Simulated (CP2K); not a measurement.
# IPEA1-xTB run of CH4Cl2NSi (SMILES C[N][SiH](Cl)Cl)

Aim: the energy difference between two shapes of CH4Cl2NSi at IPEA1-xTB, from 2 runs. 

The results are computed with CP2K 2026.2.

3 further runs of the same task are left out: 1 that didn't finish, 2 set aside as unsound or not needed.

## (1) The system as given

CH4Cl2NSi: 9 atoms, total charge 0, spin state doublet. SMILES: `C[N][SiH](Cl)Cl`. The shape is that of a GFN2-xTB optimisation. This is one conformer, not always the lowest.

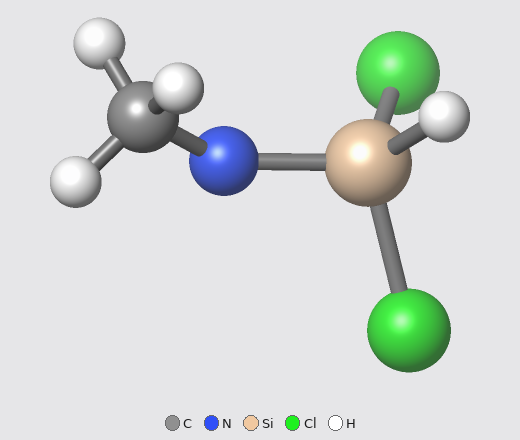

Viewed from a chosen angle; carbon grey, nitrogen blue, silicon light orange, chlorine green, hydrogen white.

## (2) The energy at IPEA1-xTB

Input file gas.inp:

```
&GLOBAL
  PROJECT gas
  RUN_TYPE ENERGY
  PRINT_LEVEL MEDIUM
&END GLOBAL
&FORCE_EVAL
  METHOD QUICKSTEP
  &DFT
    MULTIPLICITY 2
    UNRESTRICTED_KOHN_SHAM T
    &QS
      METHOD XTB
      EPS_DEFAULT 1.0E-10
      &XTB
        GFN_TYPE TBLITE
        &TBLITE
          METHOD IPEA1
        &END TBLITE
        CHECK_ATOMIC_CHARGES F
      &END XTB
    &END QS
    &POISSON
      PERIODIC NONE
      POISSON_SOLVER ANALYTIC
    &END POISSON
    # self-consistent field
    &SCF
      SCF_GUESS ATOMIC
      EPS_SCF 1.0E-07
      MAX_SCF 150
      ADDED_MOS 4
      &DIAGONALIZATION
        ALGORITHM STANDARD
      &END DIAGONALIZATION
      &MIXING
        METHOD DIRECT_P_MIXING
        ALPHA 0.4
      &END MIXING
    &END SCF
    &PRINT
      &MOMENTS
        PERIODIC F
        REFERENCE COM
        MAX_MOMENT 1
      &END MOMENTS
      &MO ON
        ENERGIES T
        OCCUPATION_NUMBERS T
        NDIGITS 6
        &EACH
          QS_SCF 0
        &END EACH
        ADD_LAST NUMERIC
      &END MO
      &HIRSHFELD OFF
      &END HIRSHFELD
    &END PRINT
  &END DFT
  # structure
  &SUBSYS
    &CELL
      ABC 10.8 12.3 12.2
      PERIODIC NONE
    &END CELL
    &COORD
      UNIT bohr
      C      0.3887545     2.3156137     1.6349532
      N     -0.7815529     0.6697378    -0.0312750
      Si    -0.2411102    -2.1651159    -1.3564832
      Cl    -3.4331977    -4.1773719    -0.7583093
      Cl     0.1342272    -1.4607205    -5.1070982
      H      1.9355898     1.4860050     2.7313157
      H      1.1349317     3.9314618     0.5637431
      H     -1.0401431     3.1081459     2.9103105
      H      1.9025007    -3.7077560    -0.5871568
    &END COORD
    &TOPOLOGY
      &CENTER_COORDINATES
      &END CENTER_COORDINATES
    &END TOPOLOGY
  &END SUBSYS
&END FORCE_EVAL
```

Run with:

```console
$ OMP_NUM_THREADS=1 cp2k.psmp -i gas.inp -o gas.out
```

Standard output, shortened:

```text
CP2K| version string:                                       CP2K version 2026.2
[...]
 GLOBAL| Method name                                                        CP2K
[...]
 GLOBAL| Run type                                                         ENERGY
[...]
                             - Atoms:                                          9
[...]
                             - Spherical basis functions:                     45
[...]
 Number of electrons:                                                         16
[...]
  *** SCF run converged in    20 steps ***
[...]
  Fermi energy:                                                -0.41252090404441
[...]
 TB_DIPOLE| Moment [Debye]          1.32413577       1.61067418       1.71868747
 TB_DIPOLE| Derivative [a.u.]       0.00000000       0.00000000       0.00000000
[...]
 ENERGY| Total FORCE_EVAL ( QS ) energy [hartree]            -19.273222837337734
[...]
```

It took 1.2 s on 1 thread of Intel Xeon Platinum 8259CL at 2.50GHz (Skylake/Cascade Lake), shared host; peak memory 0.19 GiB.

## (3) The distorted shape at the same level

Input file molecule.inp:

```
&GLOBAL
 PROJECT_NAME molecule
 RUN_TYPE ENERGY
 PRINT_LEVEL MEDIUM
&END GLOBAL

&FORCE_EVAL
 METHOD QS
 &DFT
  MULTIPLICITY 2
  UKS T
  &QS
   METHOD XTB
   EPS_DEFAULT 1.0E-10
   &XTB
    GFN_TYPE TBLITE
    &TBLITE
     METHOD IPEA1
    &END TBLITE
    CHECK_ATOMIC_CHARGES F
   &END XTB
  &END QS
  &POISSON
   PERIODIC NONE
   POISSON_SOLVER ANALYTIC
  &END POISSON
  &SCF
   SCF_GUESS ATOMIC
   EPS_SCF 1.0E-07
   MAX_SCF 150
   ADDED_MOS 4
   &DIAGONALIZATION
    ALGORITHM STANDARD
   &END DIAGONALIZATION
   &MIXING
    METHOD DIRECT_P_MIXING
    ALPHA 0.4
   &END MIXING
  &END SCF
  &PRINT
   &MOMENTS
    PERIODIC F
    REFERENCE COM
    MAX_MOMENT 1
   &END MOMENTS
   &MO ON
    ENERGIES T
    OCCUPATION_NUMBERS T
    NDIGITS 6
    &EACH
     QS_SCF 0
    &END EACH
    ADD_LAST NUMERIC
   &END MO
   &HIRSHFELD OFF
   &END HIRSHFELD
  &END PRINT
 &END DFT
 &SUBSYS
  &CELL
   ABC 10.8 12.3 12.2
   PERIODIC NONE
  &END CELL
  &COORD
   UNIT bohr
   C      0.4359466     2.2591808     1.6804408
   N     -0.7617354     0.7896334     0.1250470
   Si    -0.2829959    -2.0881644    -1.5004388
   Cl    -3.3840252    -4.2645582    -0.6754184
   Cl     0.0098681    -1.6397853    -5.0938834
   H      1.8927761     1.4699008     2.8156863
   H      1.0847085     3.9039701     0.6545520
   H     -1.0451452     3.1227308     2.9108491
   H      1.8712503    -3.7478617    -0.5293123
  &END COORD
  &TOPOLOGY
   &CENTER_COORDINATES
   &END CENTER_COORDINATES
  &END TOPOLOGY
 &END SUBSYS
&END FORCE_EVAL
```

Run with:

```console
$ OMP_NUM_THREADS=1 cp2k.psmp molecule.inp > molecule.out
```

Standard output, shortened:

```text
CP2K| version string:                                       CP2K version 2026.2
[...]
 GLOBAL| Method name                                                        CP2K
[...]
 GLOBAL| Run type                                                         ENERGY
[...]
                             - Atoms:                                          9
[...]
                             - Spherical basis functions:                     45
[...]
 Number of electrons:                                                         16
[...]
  *** SCF run converged in    21 steps ***
[...]
  Fermi energy:                                                -0.39477894996396
[...]
 TB_DIPOLE| Moment [Debye]          1.56952469       1.96987699       0.92761665
 TB_DIPOLE| Derivative [a.u.]       0.00000000       0.00000000       0.00000000
[...]
 ENERGY| Total FORCE_EVAL ( QS ) energy [hartree]            -19.250271669758000
[...]
```

Run time: 1.2 s. Hardware: 1 thread of Intel Xeon Platinum 8259CL at 2.50GHz (Skylake/Cascade Lake), shared host; peak memory 0.19 GiB.

## (4) What came out

Level: IPEA1-xTB.

```
                                                  quantity         value
                                 first shape: total energy  -19.27322 Eh
    first shape: dipole moment (from atomic charges alone)        2.70 D
           first shape: HOMO energy (highest over α and β)     -11.45 eV
            first shape: LUMO energy (lowest over α and β)     -11.00 eV
                             distorted shape: total energy  -19.25027 Eh
distorted shape: dipole moment (from atomic charges alone)        2.68 D
       distorted shape: HOMO energy (highest over α and β)     -10.99 eV
        distorted shape: LUMO energy (lowest over α and β)     -10.50 eV
                    energy change with the atoms displaced      0.625 eV
```

What this shows: With the atoms displaced the energy rises by 0.62 eV (14.4 kcal/mol). The first shape isn't relaxed at this level, so the change isn't measured from a minimum. The dipole (first shape) comes from point charges on the atoms alone, without atomic dipoles, so it is partial. The dipole (distorted shape) comes from point charges on the atoms alone, without atomic dipoles, so it is partial.
